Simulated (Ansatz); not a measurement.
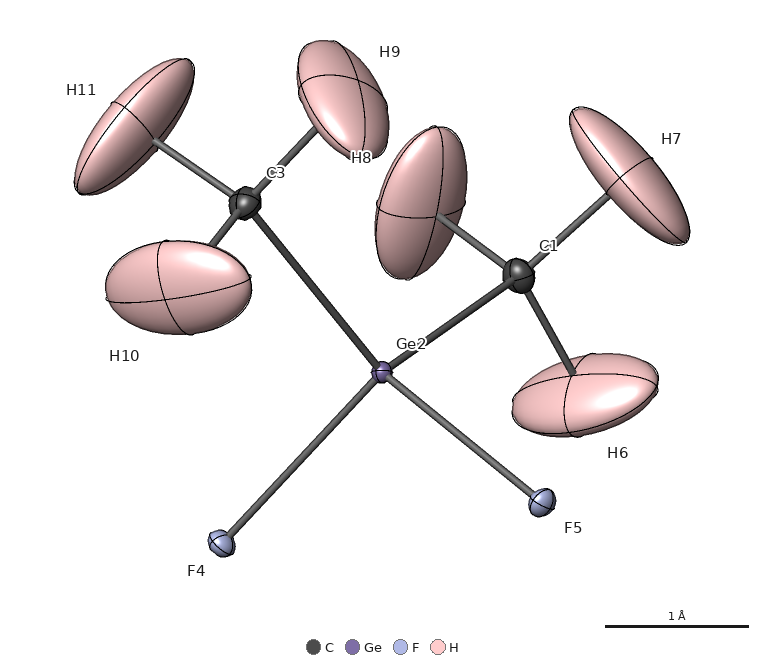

Displacement ellipsoids at the 50 % level, enlarged 1.5 times, from the internal vibrations of the free molecule (harmonic, no overall translation or rotation; no half-axis is drawn under 0.075 Å). Vibrations computed with RKS PBE0-D4/def2-TZVP (Ansatz 0.2.0). Temperature: 0 K (zero-point motion alone).

List U_eq and the three principal root-mean-square amplitudes for each kind of atom.

```json
{"atom": "C1, C3", "U_eq (Å²)": "0.0025", "rms amplitudes (Å)": "0.044, 0.052, 0.054"}
{"atom": "Ge2", "U_eq (Å²)": "0.00033", "rms amplitudes (Å)": "0.017, 0.018, 0.019"}
{"atom": "F4, F5", "U_eq (Å²)": "0.0019", "rms amplitudes (Å)": "0.036, 0.046, 0.048"}
{"atom": "H6, H10", "U_eq (Å²)": "0.0327", "rms amplitudes (Å)": "0.086, 0.152, 0.260"}
{"atom": "H7, H8, H9, H11", "U_eq (Å²)": "0.0330", "rms amplitudes (Å)": "0.085, 0.151, 0.262"}
```
